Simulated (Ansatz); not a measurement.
**Molecular dynamics of C$_{3}$H$_{11}$GeN**

C$_{3}$H$_{11}$GeN, SMILES [CH3][Ge]([CH3])([CH3])[NH2], computed with RKS revPBE/def2-SVP (Ansatz 0.2.0).

The geometry comes from this level: PBE0-D4/def2-TZVP. Figures and captions count atoms from 1; the log counts them from 0 in places.

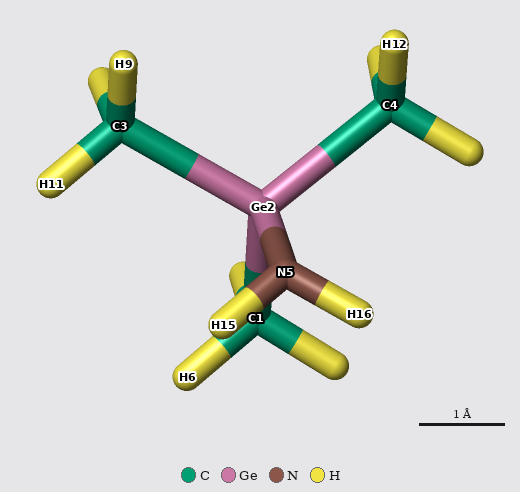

*The input geometry (stick view, seen at a tilt; atoms are numbered from 1 in the order of the input). Sticks mark near contacts.*

Bond lengths as drawn: C–Ge 1.95 to 1.96 Å, C–H 1.09 Å, Ge–N 1.85 Å and H–N 1.01 Å.

Input file:
```yaml
crystal:
  periodic: [false, false, false]
  atoms:
    - {symbol: C, position_ang: [-0.980504, 0.455402, -1.549599]}
    - {symbol: Ge, position_ang: [-0.045835, 0.027138, 0.121581]}
    - {symbol: C, position_ang: [1.671576, 0.950377, 0.178931]}
    - {symbol: C, position_ang: [0.158753, -1.905135, 0.293782]}
    - {symbol: N, position_ang: [-0.970260, 0.577121, 1.629610]}
    - {symbol: H, position_ang: [-1.126297, 1.533584, -1.641967]}
    - {symbol: H, position_ang: [-0.406460, 0.111896, -2.413256]}
    - {symbol: H, position_ang: [-1.959885, -0.026673, -1.575383]}
    - {symbol: H, position_ang: [2.191532, 0.716738, 1.109092]}
    - {symbol: H, position_ang: [2.300770, 0.648167, -0.660431]}
    - {symbol: H, position_ang: [1.529501, 2.031731, 0.124764]}
    - {symbol: H, position_ang: [0.667918, -2.146006, 1.228068]}
    - {symbol: H, position_ang: [0.741505, -2.307158, -0.537191]}
    - {symbol: H, position_ang: [-0.815981, -2.397400, 0.294416]}
    - {symbol: H, position_ang: [-1.109883, 1.576805, 1.690172]}
    - {symbol: H, position_ang: [-1.869349, 0.130713, 1.751608]}
basis:
  gaussian: {orbitals: def2-SVP}
hamiltonian: {xc: {name: revPBE}}
md: {timestep: 0.5 fs, n_steps: 20, ensemble: nve, temperature: 300, initial_velocities: maxwell_boltzmann, seed: 956}
```

Run on 4 threads of Arm Neoverse V1, 23 GiB of memory available, shared host.

Command:
```bash
ansatz run in.yaml --threads 4 --pin off --events-out ev --progress --plain --max-ram 11315MiB
```

Output:
```
Functional definition: revPBE
  name "revPBE"
  cite "Zhang & Yang, Phys. Rev. Lett. 80, 890 (1998) doi:10.1103/PhysRevLett.80.890"
  cite "Perdew, Burke & Ernzerhof, Phys. Rev. Lett. 77, 3865 (1996) doi:10.1103/PhysRevLett.77.3865"
  parameter kappa = 1.245
  parameter beta = 0.06672455060314922
  exchange = pbe_x(kappa = kappa, mu = beta*pi^2/3)
  correlation = pbe_c(beta = beta)
1635 factors; their error is unknown
mean field evaluation 1: about -61260.2731 eV, gradient 1.0e2 eV
mean field evaluation 2: about -61226.8700 eV, gradient 1.5e2 eV
mean field evaluation 4: about -61282.9361 eV, gradient 1.2e1 eV
mean field evaluation 8: about -61283.2424 eV, gradient 9.4e-2 eV
mean field evaluation 16: about -61283.1674 eV, gradient 7.8e-5 eV
mean field -61283.16740547 eV, -2252.1148629282 hartree, gradient 2.1e-5 eV, S^2 0.000000; 0 other end points of the search recorded, 0 dependent functions left out
the calculation of the forces begins
reference -61283.16745659 eV, -2252.1148648069 hartree; 34, 34 occupied and 109, 109 virtual orbitals, 1635 factors
md step     0: t =     0.00 fs  T =   300.0 K  F+E_penalty+E_count = -61283.16740547 eV  E_kin = 0.542892 eV  conserved = -61282.62451347 eV  (27 SCF iters)
these checks for a lower state are left out or cut short: starts, cluster_reference, orbital_swaps, neighbouring_geometries, increment
1635 factors; their error is unknown
mean field -61283.16408760 eV, -2252.1147409986 hartree, gradient 2.1e-5 eV, S^2 0.000000; 0 other end points of the search recorded, 0 dependent functions left out
[... from here on the field's lines of each further geometry are left out, up to the last ...]
md step     1: t =     0.50 fs  T =   298.2 K  F+E_penalty+E_count = -61283.16408760 eV  E_kin = 0.539641 eV  conserved = -61282.62444661 eV  (29 SCF iters)
md step     2: t =     1.00 fs  T =   288.8 K  F+E_penalty+E_count = -61283.14663942 eV  E_kin = 0.522586 eV  conserved = -61282.62405373 eV  (29 SCF iters)
md step     3: t =     1.50 fs  T =   274.8 K  F+E_penalty+E_count = -61283.12092635 eV  E_kin = 0.497325 eV  conserved = -61282.62360180 eV  (30 SCF iters)
md step     4: t =     2.00 fs  T =   260.0 K  F+E_penalty+E_count = -61283.09382430 eV  E_kin = 0.470497 eV  conserved = -61282.62332745 eV  (30 SCF iters)
md step     5: t =     2.50 fs  T =   246.7 K  F+E_penalty+E_count = -61283.06966948 eV  E_kin = 0.446380 eV  conserved = -61282.62328970 eV  (29 SCF iters)
md step     6: t =     3.00 fs  T =   235.3 K  F+E_penalty+E_count = -61283.04924936 eV  E_kin = 0.425862 eV  conserved = -61282.62338774 eV  (29 SCF iters)
md step     7: t =     3.50 fs  T =   225.3 K  F+E_penalty+E_count = -61283.03117576 eV  E_kin = 0.407691 eV  conserved = -61282.62348524 eV  (30 SCF iters)
md step     8: t =     4.00 fs  T =   215.7 K  F+E_penalty+E_count = -61283.01388938 eV  E_kin = 0.390375 eV  conserved = -61282.62351485 eV  (31 SCF iters)
md step     9: t =     4.50 fs  T =   206.3 K  F+E_penalty+E_count = -61282.99674745 eV  E_kin = 0.373255 eV  conserved = -61282.62349224 eV  (30 SCF iters)
md step    10: t =     5.00 fs  T =   197.0 K  F+E_penalty+E_count = -61282.97990763 eV  E_kin = 0.356442 eV  conserved = -61282.62346557 eV  (29 SCF iters)
md step    11: t =     5.50 fs  T =   188.0 K  F+E_penalty+E_count = -61282.96370500 eV  E_kin = 0.340248 eV  conserved = -61282.62345665 eV  (30 SCF iters)
md step    12: t =     6.00 fs  T =   179.5 K  F+E_penalty+E_count = -61282.94835509 eV  E_kin = 0.324912 eV  conserved = -61282.62344273 eV  (30 SCF iters)
md step    13: t =     6.50 fs  T =   171.8 K  F+E_penalty+E_count = -61282.93426063 eV  E_kin = 0.310875 eV  conserved = -61282.62338612 eV  (31 SCF iters)
md step    14: t =     7.00 fs  T =   165.3 K  F+E_penalty+E_count = -61282.92248945 eV  E_kin = 0.299201 eV  conserved = -61282.62328860 eV  (31 SCF iters)
md step    15: t =     7.50 fs  T =   161.1 K  F+E_penalty+E_count = -61282.91466222 eV  E_kin = 0.291446 eV  conserved = -61282.62321610 eV  (31 SCF iters)
md step    16: t =     8.00 fs  T =   159.5 K  F+E_penalty+E_count = -61282.91194286 eV  E_kin = 0.288689 eV  conserved = -61282.62325343 eV  (31 SCF iters)
md step    17: t =     8.50 fs  T =   160.5 K  F+E_penalty+E_count = -61282.91381195 eV  E_kin = 0.290392 eV  conserved = -61282.62342017 eV  (30 SCF iters)
md step    18: t =     9.00 fs  T =   162.6 K  F+E_penalty+E_count = -61282.91782545 eV  E_kin = 0.294192 eV  conserved = -61282.62363300 eV  (31 SCF iters)
md step    19: t =     9.50 fs  T =   164.2 K  F+E_penalty+E_count = -61282.92086492 eV  E_kin = 0.297101 eV  conserved = -61282.62376365 eV  (31 SCF iters)
the calculation of the forces begins
reference -61282.92108637 eV, -2252.1058108681 hartree; 34, 34 occupied and 109, 109 virtual orbitals, 1635 factors
1635 factors; their error is unknown
mean field evaluation 192: about -61282.9210 eV, gradient 1.9e-1 eV
mean field -61282.92103567 eV, -2252.1058090050 hartree, gradient 2.1e-5 eV, S^2 0.000000; 1 other end points of the search recorded, 0 dependent functions left out
the calculation of the forces begins
reference -61282.92108637 eV, -2252.1058108681 hartree; 34, 34 occupied and 109, 109 virtual orbitals, 1635 factors
md step    20: t =    10.00 fs  T =   164.3 K  F+E_penalty+E_count = -61282.92103567 eV  E_kin = 0.297297 eV  conserved = -61282.62373888 eV  (31 SCF iters)
```

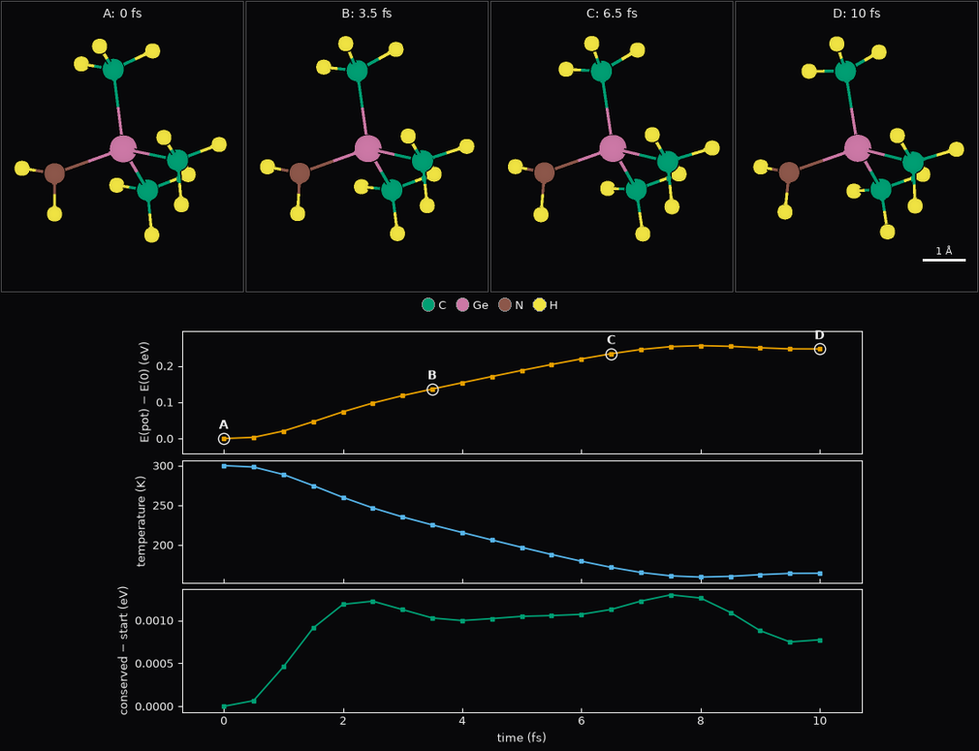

*Frames of the molecular dynamics (ball-and-stick, seen at a tilt) above the curves, on which the letters mark them.*

The trajectory kept here has 21 frames over 10 fs. The temperature starts at 300 K, ranges from 160 to 300 K and averages 170 K over the second half. The potential energy ends 0.246 eV above its first value. The conserved quantity stays within 0.0013 eV. After an unweighted best fit of the last frame on the first, the root-mean-square displacement is 0.14 Å, and H11 has moved furthest (0.25 Å).

```
Total energy: -61282.92108637 eV, -2252.1058108681 hartree
Atom 0 at    -0.972202     0.496243    -1.566876 Å, force    -0.066699    -1.317514     0.456615 eV/Å
Atom 1 at    -0.033364     0.026604     0.117155 Å, force    -0.826901    -1.079089    -0.469581 eV/Å
Atom 2 at     1.615992     0.961811     0.211359 Å, force     0.151433     0.882263    -0.123813 eV/Å
Atom 3 at     0.118868    -1.957665     0.294763 Å, force     0.094322     0.400815     0.620481 eV/Å
Atom 4 at    -0.941372     0.583942     1.631234 Å, force     1.016887     0.723990     0.190355 eV/Å
Atom 5 at    -1.257923     1.516939    -1.784884 Å, force    -0.150346     0.847175     0.091491 eV/Å
Atom 6 at    -0.405267     0.089356    -2.409907 Å, force     0.294424    -0.096321    -0.465256 eV/Å
Atom 7 at    -1.869628    -0.144537    -1.470278 Å, force    -0.356775     0.163224    -0.305415 eV/Å
Atom 8 at     2.260460     0.708287     1.034561 Å, force     0.501346    -0.266396     0.976519 eV/Å
Atom 9 at     2.203922     0.898804    -0.689340 Å, force     0.517071    -0.246512    -1.002672 eV/Å
Atom 10 at     1.332008     2.022916     0.285088 Å, force     0.064016     0.380976     0.214468 eV/Å
Atom 11 at     0.702582    -2.097125     1.229221 Å, force    -0.061272    -0.131859     0.042216 eV/Å
Atom 12 at     0.659213    -2.483576    -0.490685 Å, force     0.402202    -0.055182    -0.646493 eV/Å
Atom 13 at    -0.837749    -2.492785     0.415433 Å, force    -0.308194     0.133606     0.077282 eV/Å
Atom 14 at    -1.060634     1.595481     1.528337 Å, force    -0.149211     0.260650     0.271681 eV/Å
Atom 15 at    -1.845006     0.205355     1.826479 Å, force    -1.122303    -0.599825     0.072122 eV/Å
Dipole moment:    -0.104346     0.069197    -0.141052 e Å
```

Trajectory as extended XYZ (Å, eV, eV/Å), 6 of the 21 frames kept, from step=0 to step=20:
```
16
Properties=species:S:1:pos:R:3:forces:R:3 step=0 time_fs=0.0 energy=-61283.16741 temperature=300.0
C    -0.9805    0.4554   -1.5496    0.1066  -0.0519   0.1227
Ge   -0.0458    0.0271    0.1216   -0.0440   0.0212  -0.0560
C     1.6716    0.9504    0.1789   -0.1477  -0.1054  -0.0101
C     0.1588   -1.9051    0.2938    0.0037   0.1805  -0.0221
N    -0.9703    0.5771    1.6296    0.4951  -0.2446   0.3606
H    -1.1263    1.5336   -1.6420   -0.0874   0.5716  -0.0696
H    -0.4065    0.1119   -2.4133    0.2873  -0.1738  -0.4840
H    -1.9599   -0.0267   -1.5754   -0.5255  -0.2489  -0.0350
H     2.1915    0.7167    1.1091    0.2938  -0.1122   0.4908
H     2.3008    0.6482   -0.6604    0.3472  -0.1474  -0.4401
H     1.5295    2.0317    0.1248   -0.0552   0.5764  -0.0282
H     0.6679   -2.1460    1.2281    0.2705  -0.1493   0.4942
H     0.7415   -2.3072   -0.5372    0.3059  -0.2316  -0.4346
H    -0.8160   -2.3974    0.2944   -0.5081  -0.2793   0.0023
H    -1.1099    1.5768    1.6902   -0.1247   0.6662   0.0348
H    -1.8693    0.1307    1.7516   -0.6177  -0.2715   0.0743
16
Properties=species:S:1:pos:R:3:forces:R:3 step=4 time_fs=2.0 energy=-61283.09382 temperature=260.0
C    -0.9795    0.4634   -1.5505    0.6582   0.8297  -0.3014
Ge   -0.0428    0.0276    0.1211   -0.2541  -0.3004  -0.2681
C     1.6498    0.9499    0.1865    1.4920  -0.2440  -0.0876
C     0.1492   -1.9123    0.2964    0.1370  -0.1262  -1.0062
N    -0.9646    0.5736    1.6268    1.0408   1.9390   0.3530
H    -1.1508    1.5686   -1.6833    0.0019  -0.5550   0.1077
H    -0.3984    0.0990   -2.4193    0.0422   0.0040  -0.1137
H    -1.9201   -0.0678   -1.5356   -0.9802  -0.3089  -0.1307
H     2.2357    0.6987    1.1148   -0.3566   0.2044  -0.3777
H     2.3156    0.7003   -0.6910   -0.4259   0.0483   0.4002
H     1.4803    2.0337    0.1422    0.0097   0.4125   0.1178
H     0.6774   -2.1240    1.2133    0.4265  -0.2762   0.9062
H     0.7299   -2.3693   -0.5385   -0.0289   0.2092   0.0727
H    -0.8167   -2.4289    0.3066   -0.4504  -0.1365   0.1192
H    -1.0908    1.6227    1.6471    0.0044  -1.1525   0.0534
H    -1.8519    0.1474    1.7746   -1.3164  -0.5473   0.1553
16
Properties=species:S:1:pos:R:3:forces:R:3 step=8 time_fs=4.0 energy=-61283.01389 temperature=215.7
C    -0.9768    0.4737   -1.5523    0.1002   0.3418  -0.6884
Ge   -0.0400    0.0280    0.1205   -0.4951  -0.6058  -0.4387
C     1.6326    0.9489    0.1937    2.3046   0.4418  -0.1960
C     0.1401   -1.9200    0.2963    0.3151  -0.8121  -0.6307
N    -0.9565    0.5748    1.6251   -0.3352   1.4478   0.6198
H    -1.1754    1.5846   -1.7206    0.0369  -0.9906   0.2412
H    -0.3888    0.0863   -2.4297   -0.2474   0.2046   0.2951
H    -1.9138   -0.1184   -1.5008   -0.2093   0.2975  -0.2560
H     2.2671    0.6879    1.1080   -0.7028   0.3582  -0.6721
H     2.3156    0.7537   -0.7079   -0.7773   0.0404   0.7291
H     1.4317    2.0499    0.1641    0.1651  -0.2363   0.2290
H     0.7010   -2.1116    1.2294   -0.0683  -0.1524   0.1596
H     0.7177   -2.4238   -0.5376   -0.2346   0.5375   0.3986
H    -0.8332   -2.4649    0.3233    0.0898   0.2476   0.1936
H    -1.0722    1.6298    1.6065   -0.0781  -1.2834   0.1762
H    -1.8774    0.1467    1.8022    0.1363   0.1633  -0.1603
16
Properties=species:S:1:pos:R:3:forces:R:3 step=12 time_fs=6.0 energy=-61282.94836 temperature=179.5
C    -0.9737    0.4849   -1.5561   -0.5191  -0.8939  -0.5284
Ge   -0.0374    0.0280    0.1197   -0.6907  -0.8635  -0.5189
C     1.6225    0.9493    0.2004    1.8625   1.1815  -0.2631
C     0.1320   -1.9301    0.2942    0.3780  -0.9981   0.3242
N    -0.9492    0.5796    1.6250   -1.1639  -0.4874   0.8365
H    -1.1989    1.5656   -1.7491   -0.0502  -0.4495   0.2315
H    -0.3878    0.0809   -2.4299   -0.2744   0.2322   0.3258
H    -1.9158   -0.1579   -1.4760    0.5162   0.8628  -0.3839
H     2.2735    0.6900    1.0779   -0.4641   0.2372  -0.1693
H     2.2877    0.8081   -0.6993   -0.4918  -0.1146   0.2722
H     1.3893    2.0580    0.1945    0.2659  -0.5858   0.2674
H     0.7220   -2.1052    1.2516   -0.5731  -0.0317  -0.6253
H     0.6976   -2.4588   -0.5230   -0.1070   0.5168   0.2236
H    -0.8469   -2.4918    0.3471    0.4191   0.5052   0.1984
H    -1.0569    1.5933    1.5723   -0.2815   0.3116   0.2305
H    -1.8995    0.1510    1.8239    1.1741   0.5772  -0.4210
16
Properties=species:S:1:pos:R:3:forces:R:3 step=16 time_fs=8.0 energy=-61282.91194 temperature=159.5
C    -0.9721    0.4933   -1.5616   -0.5546  -1.8351   0.0672
Ge   -0.0352    0.0276    0.1185   -0.7898  -1.0225  -0.5150
C     1.6182    0.9534    0.2062    0.5960   1.4101  -0.2180
C     0.1251   -1.9432    0.2931    0.2362  -0.4239   0.9490
N    -0.9447    0.5833    1.6272   -0.4764  -1.3953   0.7210
H    -1.2247    1.5312   -1.7692   -0.2131   0.5928   0.1040
H    -0.3964    0.0838   -2.4190   -0.0098   0.0708  -0.0445
H    -1.9004   -0.1662   -1.4655    0.4669   0.8351  -0.4109
H     2.2635    0.7006    1.0428    0.2109  -0.0847   0.7605
H     2.2424    0.8582   -0.6820    0.2110  -0.2615  -0.6969
H     1.3566    2.0457    0.2350    0.2213  -0.3066   0.2515
H     0.7227   -2.1004    1.2521   -0.5854  -0.0328  -0.6760
H     0.6740   -2.4750   -0.5011    0.2423   0.1940  -0.3179
H    -0.8462   -2.5003    0.3784    0.2311   0.4406   0.1525
H    -1.0521    1.5682    1.5466   -0.3749   1.6110   0.1804
H    -1.8815    0.1750    1.8306    0.5883   0.2079  -0.3068
16
Properties=species:S:1:pos:R:3:forces:R:3 step=20 time_fs=10.0 energy=-61282.92104 temperature=164.3
C    -0.9722    0.4962   -1.5669   -0.0667  -1.3175   0.4566
Ge   -0.0334    0.0266    0.1172   -0.8269  -1.0791  -0.4696
C     1.6160    0.9618    0.2114    0.1514   0.8823  -0.1238
C     0.1189   -1.9577    0.2948    0.0943   0.4008   0.6205
N    -0.9414    0.5839    1.6312    1.0169   0.7240   0.1904
H    -1.2579    1.5169   -1.7849   -0.1503   0.8472   0.0915
H    -0.4053    0.0894   -2.4099    0.2944  -0.0963  -0.4653
H    -1.8696   -0.1445   -1.4703   -0.3568   0.1632  -0.3054
H     2.2605    0.7083    1.0346    0.5013  -0.2664   0.9765
H     2.2039    0.8988   -0.6893    0.5171  -0.2465  -1.0027
H     1.3320    2.0229    0.2851    0.0640   0.3810   0.2145
H     0.7026   -2.0971    1.2292   -0.0613  -0.1319   0.0422
H     0.6592   -2.4836   -0.4907    0.4022  -0.0552  -0.6465
H    -0.8377   -2.4928    0.4154   -0.3082   0.1336   0.0773
H    -1.0606    1.5955    1.5283   -0.1492   0.2606   0.2717
H    -1.8450    0.2054    1.8265   -1.1223  -0.5998   0.0721
```

Summary:

| quantity | value |
| --- | --- |
| outcome | finished |
| mean temperature over the second half | 170 K |
| trajectory | 20 steps, 10 fs |
| ensemble | nve |
| temperature in the input | 300 K |
| time step | 0.5 fs |
| potential energy (last step) | −61282.9211 eV |
| SCF solution under orbital rotations (last step) | stable |
| largest force (length of the vector) (last step) | 1.438 eV/Å |
| dipole moment (last step) | 0.91 D |
| wall time | 43 s (CPU time 2.7 min) |
| peak memory | 0.21 GiB |

Notes:

So short a trajectory is not equilibrated.
